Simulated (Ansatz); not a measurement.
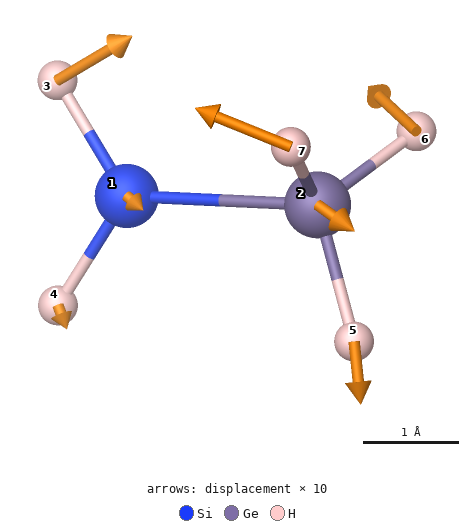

A relaxation of GeSiH$_{5}$ (charge +1). The starting structure is drawn; orange arrows show the displacements, 10 times their true length. The two geometries are superimposed by the best rigid fit.

A ball-and-stick model, seen at a tilt.

These are results of RKS PBE0-D4/def2-TZVP in Ansatz, not measurements. Settings: force threshold 0.005 eV/Å; at most 200 steps.

### What did the optimiser do to the structure, and how much energy did it gain?

The largest moves after the best rigid fit, 0.11 Å, are those of H6 and H7. Largest moves by element: H 0.11 Å, Ge 0.05 Å, Si 0.03 Å. Near-neighbour distances that change, for instance: Ge2–H6 1.493 → 1.529 Å, Ge2–H5 1.494 → 1.522 Å, Si1–Ge2 2.382 → 2.407 Å, Si1–H3 1.468 → 1.481 Å. Among the angles between lasting bonds that change: Si1–Ge2–H6 107.6° → 101.8°, H5–Ge2–H6 111.3° → 115.8°, H3–Si1–H4 108.2° → 111.8°. After 5 geometry steps the energy has fallen by 9.10 kJ/mol. Largest force component: 0.72 eV/Å at the start, 0.0018 eV/Å at the end. The run took 20 s on 2 threads of Arm Neoverse N1, on a shared host.
